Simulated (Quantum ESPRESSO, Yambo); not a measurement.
# Quasiparticle gap of NaF (Villiaumite) in Yambo, part 2 of 2

Wanted: ground state, empty states, screening and self-energy for NaF (Villiaumite).

Quantum ESPRESSO 7.5 and Yambo 5.3.0; PBE and many-body steps on it, plane waves. Known limits of the many-body steps: not at the basis limit.

So far. Step 3 (Bands along the symmetry lines): The gap is 6.390 eV, as in the run before at this level. Step 4 (Empty states on the mesh, 8×8×8 mesh, 110 bands): On this mesh the gap is 6.390 eV.

The database entry behind the starting cell differs from later determinations by our own check (0.1 to 0.3 % short, probably kX units), so it need not match the best structure at ambient conditions.

## Step 5: Conversion and set-up

This step: Yambo 5.3.0; conversion and set-up on PBE, plane waves, norm-conserving pseudopotentials.

The states are converted to the many-body program's format and the q mesh is built.

On the command line:

```bash
(cd o/x.save; p2y > p2y.log; mv SAVE ../..); yambo > setup.log
```

Log:

```text
 Yambo, version 5.3.0

 [02] CORE Variables Setup
 =========================

  [02.01] Unit cells
  ==================

  Cell kind             :  FCC
  Atoms in the cell     :  Na  F
  number of Na atoms    :  1
  number of F  atoms    :  1

  List of atomic masses
  Mass of Na    :  22.99000
  Mass of F     :  18.99800

  List of atomic coordinates    : [cc]
  Na1       :  0.000000  0.000000  0.000000  order 1
  F1       :  4.365267  4.365267  4.365267  order 2

  Alat factors          :  4.365267  4.365267  4.365267 [a.u.]
  Direct lattice volume :  166.3652 [a.u.]
  Direct lattice vectors:  A[ 1 ]  A[ 2 ]  A[ 3 ]
   A[ 1 ]: -0.000000  1.000000  1.000000  [iru]
  -0.000000  4.365267  4.365267  [cc]
   A[ 2 ]:  1.000000  0.000000  1.000000  [iru]
   4.365267  0.000000  4.365267  [cc]
   A[ 3 ]:  1.000000  1.000000  0.000000  [iru]
   4.365267  4.365267  0.000000  [cc]

  Recip. lattice volume :  1.490998 [a.u.]
  Recip. lattice vectors:  B[ 1 ]  B[ 2 ]  B[ 3 ]
   B[ 1 ]: -0.500000  0.500000  0.500000  [iku]
  -0.719679  0.719679  0.719679  [cc]
   B[ 2 ]:  0.500000 -0.500000  0.500000  [iku]
   0.719679 -0.719679  0.719679  [cc]
   B[ 3 ]:  0.500000  0.500000 -0.500000  [iku]
   0.719679  0.719679 -0.719679  [cc]

  [02.02] Symmetries
  ==================

  Inversion symmetry    : yes
  Spatial inversion     : yes
  Inversion index       :  25
  K-space Time-reversal : no
  Magnetic symmetries   : no
  Group table correct   : yes
  Symmetries units      :  [cc]

   [S  1]:   1.0000      0.27654E-16  0.27654E-16  0.27654E-16   1.0000     -0.27654E-16 -0.27654E-16 -0.27654E-16   1.0000
   [S  2]:  -1.0000     -0.27654E-16  0.27654E-16 -0.27654E-16  -1.0000     -0.27654E-16  0.27654E-16  0.27654E-16   1.0000
   [S  3]:  -1.0000      0.27654E-16 -0.27654E-16 -0.27654E-16   1.0000      0.27654E-16  0.27654E-16 -0.27654E-16  -1.0000
[...]
[... 36 further rows ...]
   [S 47]:  0.27654E-16   1.0000     -0.27654E-16 -0.27654E-16  0.27654E-16  -1.0000       1.0000     -0.27654E-16  0.27654E-16
   [S 48]:  0.27654E-16  -1.0000      0.27654E-16 -0.27654E-16 -0.27654E-16   1.0000       1.0000      0.27654E-16 -0.27654E-16

  [02.03] Reciprocal space
  ========================

  nG shells         :  197
  nG charge         :  14841
  nG WFs            :  2489
  nC WFs            :  1880
  G-vecs. in first 19 shells:  [ Number ]
     1    9   15   27   51   59   65   89  113
    137   169   181   229   259   283   307   331   339
    387
  ...
  Shell energy in first 19 shells:  [ mHa ]
    0.00000      776.907      1035.88      2071.75      2848.66      3107.63      4143.51      4920.41      5179.38
    6215.26      6992.17      8287.01      9063.92      9322.89      10358.8      11135.7      11394.6      12430.5
    13207.4
  ...

  [02.04] K-grid lattice
  ======================

  Compatible Grid is   : 3D
[...]
K [29]         [rlu]:  0.250000 -0.500000 -0.250000
         WF components:  1856

  [02.05] Energies & Occupations
  ==============================

  [X] === General ===
  [X] Electronic Temperature                        :  0.000000  0.000000 [eV K]
  [X] Bosonic    Temperature                        :  0.000000  0.000000 [eV K]
  [X] Finite Temperature mode                       : no
  [X] El. density                                   :  0.64901E+24 [cm-3]
  [X] Fermi Level                                   :  0.999133 [eV]

  [X] === Gaps and Widths ===
  [X] Conduction Band Min                           :  6.389538 [eV]
  [X] Valence Band Max                              :  0.000000 [eV]
  [X] Filled Bands                                  :   8
  [X] Empty Bands                                   :    9  110
  [X] Direct Gap                                    :  6.389538 [eV]
  [X] Direct Gap localized at k                     :  1
  [X] Indirect Gap                                  :  6.389538 [eV]
  [X] Indirect Gap between kpts                     :  1  1
  [X] Last valence band width                       :  0.572771 [eV]
  [X] 1st conduction band width                     :  6.932249 [eV]

  E @ K [ 1]:  [eV]
   -47.060      -19.112      -18.944      -18.944      -18.944     -0.69315E-10 -0.33291E-10   0.0000
    6.38954  19.15610  19.15610  19.15610  21.97694  24.26848  24.26848  26.93717
  occ @ K [ 1]
   2.000000  2.000000  2.000000  2.000000  2.000000  2.000000  2.000000  2.000000
[...]
E @ K [ 2]:  [eV]
[...]
occ @ K [ 2]
[...]
E @ K [ 3]:  [eV]
[...]
occ @ K [ 3]
[...]
E @ K [ 8]:  [eV]
[...]
occ @ K [ 8]
[...]
E @ K [ 9]:  [eV]
[...]
occ @ K [ 9]
[...]
E @ K [10]:  [eV]
[...]
occ @ K [10]
[...]
E @ K [11]:  [eV]
[...]
occ @ K [11]
[...]
E @ K [12]:  [eV]
[...]
occ @ K [12]
[...]
E @ K [13]:  [eV]
[...]
occ @ K [13]
[...]
E @ K [14]:  [eV]
[...]
occ @ K [14]
[...]
[... 14 further k-points ...]
  E @ K [29]:  [eV]
[...]
occ @ K [29]
   2.000000  2.000000  2.000000  2.000000  2.000000  2.000000  2.000000  2.000000
   0.000000  0.000000  0.000000  0.000000  0.000000  0.000000  0.000000  0.000000

 [03] Transferred momenta grid and indexing
 ==========================================

 IBZ Q-points                                      :  29
 BZ  Q-points                                      :   512

 K/Q-points units:
 rlu = crystal or reduced units; cc = cartesian coordinates; iku = interal k-units

 Q [ 1]         [rlu]:  0.000000  0.000000  0.000000
 Q [ 2]         [rlu]:  0.18112E-16 -0.27044E-17  0.12500
 Q [ 3]         [rlu]: -0.32585E-20 -0.32585E-20  0.25000
[...]
Q [ 8]         [rlu]:  0.13875E-16  0.12500      0.37500
 Q [ 9]         [rlu]: -0.34335E-16  0.12500      0.50000
 Q [10]         [rlu]: -0.16938E-16  0.12500     -0.37500
     [... 17 further rows ...]
 Q [28]         [rlu]:  0.125000 -0.500000 -0.375000
 Q [29]         [rlu]:  0.250000 -0.500000 -0.250000

  [03.01] X indexes
  =================

   [03.01.01] Sigma indexes
   ========================

 [06] Game Over & Game summary
```

Run time: 2.9 s. Hardware: 1 MPI rank of Arm Neoverse N1, shared host; peak memory 0.24 GiB.

## Step 6: Screening and self-energy, 8×8×8 mesh, 110 bands, screening to 210.9 eV

Now the one-shot GW correction: screening in the RPA, then the self-energy of the levels asked for.

This step: G0W0 on PBE, plane waves, norm-conserving pseudopotentials.

The input, gw1.in:

```
HF_and_locXC
gw0
dyson
ppa
em1d
rim_cut
RandQpts= 1000000
RandGvec= 1 RL
EXXRLvcs= 76 Ry
VXCRLvcs= 304 Ry
Chimod= "HARTREE"
% BndsRnXp
 1 | 110 |
%
NGsBlkXp= 15.5 Ry
% LongDrXp
 1 | 1 | 1 |
%
% GbndRnge
 1 | 110 |
%
DysSolver= "n"
ExtendOut
PPAPntXp= 27.21138 eV
% QPkrange
 1 | 1 | 7 | 10 |
%
```

On the command line:

```bash
OMP_NUM_THREADS=1 mpirun -n 4 yambo -F gw1.in -J gw1 -C gw1 > gw1.log
```

Log:

```text
 Yambo, version 5.3.0

 [02] CORE Variables Setup
 =========================

  [... cell, symmetries and grids as in the set-up ...]

  [02.05] Energies & Occupations
  ==============================

  [X] === General ===
  [X] Electronic Temperature                        :  0.000000  0.000000 [eV K]
  [X] Bosonic    Temperature                        :  0.000000  0.000000 [eV K]
  [X] Finite Temperature mode                       : no
  [X] El. density                                   :  0.64901E+24 [cm-3]
  [X] Fermi Level                                   :  0.999133 [eV]

  [X] === Gaps and Widths ===
  [X] Conduction Band Min                           :  6.389538 [eV]
  [X] Valence Band Max                              :  0.000000 [eV]
  [X] Filled Bands                                  :   8
  [X] Empty Bands                                   :    9  110
  [X] Direct Gap                                    :  6.389538 [eV]
  [X] Direct Gap localized at k                     :  1
  [X] Indirect Gap                                  :  6.389538 [eV]
  [X] Indirect Gap between kpts                     :  1  1
  [X] Last valence band width                       :  0.572771 [eV]
  [X] 1st conduction band width                     :  6.932249 [eV]

 [03] Transferred momenta grid and indexing
 ==========================================

 IBZ Q-points                                      :  29
 BZ  Q-points                                      :   512

 K/Q-points units:
 rlu = crystal or reduced units; cc = cartesian coordinates; iku = interal k-units

 Q [ 1]         [rlu]:  0.000000  0.000000  0.000000
 Q [ 2]         [rlu]:  0.18112E-16 -0.27044E-17  0.12500
 Q [ 3]         [rlu]: -0.32585E-20 -0.32585E-20  0.25000
 Q [ 4]         [rlu]:  0.31987E-16  0.31987E-16  0.37500
 Q [ 5]         [rlu]: -0.72449E-16  0.10818E-16 -0.50000
 Q [ 6]         [rlu]:  0.14472E-16  0.12500      0.12500
 Q [ 7]         [rlu]:  0.22348E-16  0.12500      0.25000
 Q [ 8]         [rlu]:  0.13875E-16  0.12500      0.37500
 Q [ 9]         [rlu]: -0.34335E-16  0.12500      0.50000
 Q [10]         [rlu]: -0.16938E-16  0.12500     -0.37500
     [... 17 further rows ...]
 Q [28]         [rlu]:  0.125000 -0.500000 -0.375000
 Q [29]         [rlu]:  0.250000 -0.500000 -0.250000

 [04] Coloumb potential Random Integration (RIM)
 ===============================================

  [04.01] RIM initialization
  ==========================

  * Diagonal components only detected *

  8 x (sBL volume)        :  0.023297 [a.u.]
  sBZ random points       :  1000000
  Points outside the sBZ  :   7999624
  RL volume               :  1.490998 [a.u.]
  Integrated volume       :  1.491068 [a.u.]

  [04.02] RIM integrals
  =====================

  Gamma point sphere radius             :  0.051806 [a.u.]
  Points outside the sphere             :   799635
  [Int_sBZ(q=0) 1/q^2]*(Vol_sBZ)^(-1/3) =:  7.763403
                                 should be <:  7.795600

  Summary of Coulomb integrals for non-metallic bands |Q|[au] RIM/Bare

  Q [1] 0.100000E-4 0.995870 * Q [2] 0.155815 1.063761
  Q [6] 0.179920 1.062895 * Q [12] 0.254445 1.026260
  Q [7] 0.298363 1.018621 * Q [3] 0.311630 1.016124
  Q [13] 0.359840 1.013019 * Q [11] 0.392126 1.010859
  Q [22] 0.402313 1.010006 * Q [8] 0.440712 1.008119
  Q [4] 0.467445 1.007109 * Q [14] 0.467445 1.007392
  Q [17] 0.508890 1.006475 * Q [23] 0.532210 1.005576
  Q [10] 0.539759 1.005770 * Q [18] 0.539759 1.005566
  Q [25] 0.568956 1.004941 * Q [9] 0.589907 1.004461
  Q [15] 0.596727 1.004419 * Q [5] 0.623261 1.004356
  Q [19] 0.642442 1.003854 * Q [16] 0.642442 1.004106
  Q [27] 0.648710 1.004037 * Q [24] 0.673198 1.003772
  Q [26] 0.690995 1.003296 * Q [21] 0.719679 1.003297
  Q [28] 0.741828 1.003093 * Q [20] 0.763335 1.002929
  Q [29] 0.804626 1.002616

 [05] Dipoles
 ============

  [05.01] Setup: observables and procedures
  =========================================

 [06] Dynamic Dielectric Matrix (PPA)
 ====================================

 [WR./gw1//ndb.pp]---------------------------------------------------------------
  Brillouin Zone Q/K grids (IBZ/BZ)                :    29   512    29   512
  RL vectors                                       :  2565 [WF]
  Coulomb cutoff potential                         : none
  Electronic Temperature                           :  0.000000 [K]
  Bosonic    Temperature                           :  0.000000 [K]
  PPA    diel. fun.  energies                      : Perdew, Burke & Ernzerhof(X)+Perdew, Burke & Ernzerhof(C)
  wavefunctions                                    : Perdew, Burke & Ernzerhof(X)+Perdew, Burke & Ernzerhof(C)
  Global Gauge                                     : length
  X matrix size                                    :  181
  X band range                                     :    1  110
  X e/h energy range                               : -1.000000 -1.000000 [eV]
  X Time ordering                                  : R
  X Hxc Kernel                                     : HARTREE
  X Drude frequency                                :  0.000000  0.000000
  X poles                                          :  100.0000 [o/o]
  RL vectors in the sum                            :  2565
  [r,Vnl] included                                 : yes
  Field direction                                  :  0.577350E-5  0.577350E-5  0.577350E-5
  BZ energy Double Grid                            : no
  BZ energy DbGd points                            : 0
  BZ Q point size factor                           : -1.000000
  X Optical Averaged directions                    : none

 [07] Local Exchange-Correlation + Non-Local Fock
 ================================================

 [VXC] Plane waves :  14841
 [EXS] Plane waves :  1893

 QP @ state[ 1 ] K range:  1  1
 QP @ state[ 1 ] b range:   7  10

 [xc] Functional : Perdew, Burke & Ernzerhof(X)+Perdew, Burke & Ernzerhof(C)
 [xc] LIBXC used to calculate xc functional
  PP Number of Atomic Species                      :  2
  NLCC RL compoments                               :  14841
  PP Number of Atomic Species                      :  2
  NLCC RL compoments                               :  14841

 [xc] E_xc :  -11.60135 [Ha]
      E_xc :  -23.20271 [Ry]

  Local XC kind (lXC) : Perdew, Burke & Ernzerhof(X)+Perdew, Burke & Ernzerhof(C)
  Non-Local XC kind (nlXC) : Hartree-Fock

  Corrections @ K [1] :  [eV]
 <7|nlXC|7> = -30.21011 -0.88328E-17 <7|lXC|7> = -22.50797  0.37764E-15
 <8|nlXC|8> = -30.21009  0.92583E-17 <8|lXC|8> = -22.50797 -0.37761E-15
 <9|nlXC|9> = -5.349303 -0.25462E-19 <9|lXC|9> = -9.465286  0.18889E-15
 <10|nlXC|10> = -2.175556  0.12237E-18 <10|lXC|10> = -7.169307  0.52778E-20

 [08] Dyson equation: Newton solver
 ==================================

  [08.01] G0W0 (W PPA)
  ====================

  [  GW  ] Bands range     :    1  110
  [GW/PPA] G damping       :  0.100000 [eV]

  QP @ state[ 1 ] K range:  1  1
  QP @ state[ 1 ] b range:   7  10

   Sc/G bands                                       :    1  110
   Sc/G damping                                     :  0.100000 ev
   Sc bands terminator                              : no
   Sx RL components                                 :  1893

   QP @ state[ 1 ] K range                          :  1  1
   QP @ state[ 1 ] b range                          :   7  10
   GF energies kind                                 : Perdew, Burke & Ernzerhof(X)+Perdew, Burke & Ernzerhof(C)
   GF WF`s kind                                     : Perdew, Burke & Ernzerhof(X)+Perdew, Burke & Ernzerhof(C)
   Xs energies kind                                 : Perdew, Burke & Ernzerhof(X)+Perdew, Burke & Ernzerhof(C)
   Xs WF`s kind                                     : Perdew, Burke & Ernzerhof(X)+Perdew, Burke & Ernzerhof(C)

 [11] Game Over & Game summary
```

Wall time 14 min (4 MPI ranks); peak memory 1.8 GiB; 54 min of CPU time.

This step gave:

```yaml
g0w0_gap_on_the_points_computed: 10.49 eV
starting_gap_on_the_mesh: 6.390 eV
k_of_the_valence_top: 0, 0, 0
k_of_the_conduction_bottom: 0, 0, 0
least_direct_g0w0_gap_on_the_computed_points: 10.49 eV
z_at_the_valence_top: 0.8220
z_at_the_conduction_bottom: 0.9033
```

The gap on the mesh goes from 6.39 eV to 10.49 eV, a correction of +4.10 eV.

Limits: finite bands, cutoff and mesh. v1 is the top filled band, c1 the lowest empty one. The levels before and after the correction (eV, zero at the valence-band top of each column):

```
           conduction bottom  valence top
Kohn-Sham               6.39         0.00
     G0W0              10.49         0.00
```

```
             level  energy (eV)
Kohn-Sham  Γ v2-v1        0.000
Kohn-Sham     Γ c1        6.390
Kohn-Sham     Γ c2       19.156
     G0W0  Γ v2-v1        0.000
     G0W0     Γ c1       10.492
     G0W0     Γ c2       23.540
```

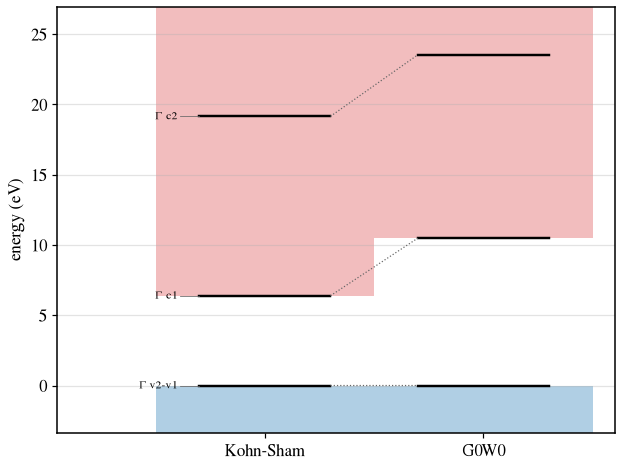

Levels before and after the correction. Shaded: valence and conduction bands.

## Step 7: Where the time went

Times are wall times on the hardware named with each run, good to a factor of about two.

```
                          step    time  share  memory (GiB)
                  ground state   5.7 s    1 %           0.2
bands along the symmetry lines   3.1 s    0 %          0.18
      empty states on the mesh    19 s    2 %          0.25
         conversion and set-up   2.9 s    0 %          0.24
     screening and self-energy  14 min   96 %           1.8
```

## Step 8: Summary of results

```yaml
pbe_gap: 6.39 eV, direct
g0w0_gap_on_the_mesh: 10.49 eV
gw_settings: 8×8×8 mesh, 110 bands, screening to 210.9 eV, Godby-Needs plasmon pole
known_limits: not at the basis limit
```

G0W0 moves the gap on the mesh from 6.39 eV to 10.49 eV (+4.10 eV), with Z of 0.82 and 0.90 at the edges. Only 1 of the mesh's irreducible points was corrected, so a valley elsewhere could overtake. The dearest step here is «screening and self-energy». Bands and cutoff are finite, so the gap is not at the basis limit. The miss can reach some tenths of an eV and take either sign; the mesh is an error of its own. In the G0W0 run levels were corrected at 1 k point alone, so a gap called «on the mesh» is the least over those, and an edge elsewhere would be missed.

[Paths, hosts, dates, memory and timing lines, banners, echoed tables and standing remarks are left out of the program output.]

[Logs are printed without paths, hosts, clocks, repeated set-up lines and the standing remarks that a program may print on its own settings, such as how far it seeks lower states.]

[Runs of the session that timed out or met a known fault of the program may be left out.]

[Hosts, paths, dates, database ids (printed as entryN), source tags and the programs' standing remarks are cut or masked in the printed files.]
